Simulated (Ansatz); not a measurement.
# CH5FO2Si: the cost of one run

Program: Ansatz 0.2.0. Level of theory: RKS r2SCANh-D4/def2-SVP. These are calculated values, not measurements.

**1. The system as given**

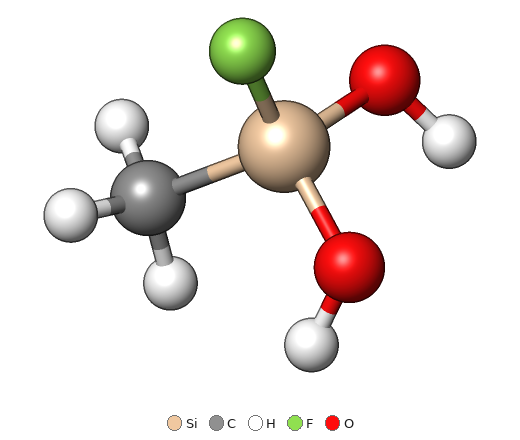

Start, viewed from a free direction; silicon light orange, carbon grey, hydrogen white, fluorine green, oxygen red.

As a file:

```xyz
10

Si    0.0000    0.0000    0.0000
C     0.0000    0.0000    1.8700
H    -0.9996   -0.3092    2.2405
H     0.7676   -0.7111    2.2405
H     0.2320    1.0203    2.2405
F     1.4994    0.0000   -0.5295
O    -0.7913    1.3709   -0.5594
H    -1.7491    1.1401   -0.7818
O    -0.7913   -1.3709   -0.5594
H    -1.2459   -1.8365    0.2129
```

**2. Preparing the start**

The input, input.yaml:

```yaml
crystal:
  periodic: [false, false, false]
  atoms:
    - { symbol: Si, position_ang: [0.0, 0.0, 0.0] }
    - { symbol: C, position_ang: [0.0, 0.0, 1.87] }
    - { symbol: H, position_ang: [-0.9996, -0.3092, 2.2405] }
    - { symbol: H, position_ang: [0.7676, -0.7111, 2.2405] }
    - { symbol: H, position_ang: [0.232, 1.0203, 2.2405] }
    - { symbol: F, position_ang: [1.4994, 0.0, -0.5295] }
    - { symbol: O, position_ang: [-0.7913, 1.3709, -0.5594] }
    - { symbol: H, position_ang: [-1.7491, 1.1401, -0.7818] }
    - { symbol: O, position_ang: [-0.7913, -1.3709, -0.5594] }
    - { symbol: H, position_ang: [-1.2459, -1.8365, 0.2129] }
basis:
  gaussian: { orbitals: def2-SVP }
hamiltonian:
  xc: r2scanh
  dispersion: d4
relax:
  f_tol: 0.02
  max_steps: 40
```

Started as:

```console
$ ansatz run input.yaml --threads 2 --pin off --max-ram 3072MiB --backend cpu --events-out ev --progress --plain --runs-dir out
```

Q: Estimate wall time and peak memory on 2 threads of Arm Neoverse V1, shared host.

About 58 s, with a peak of 0.24 GiB.
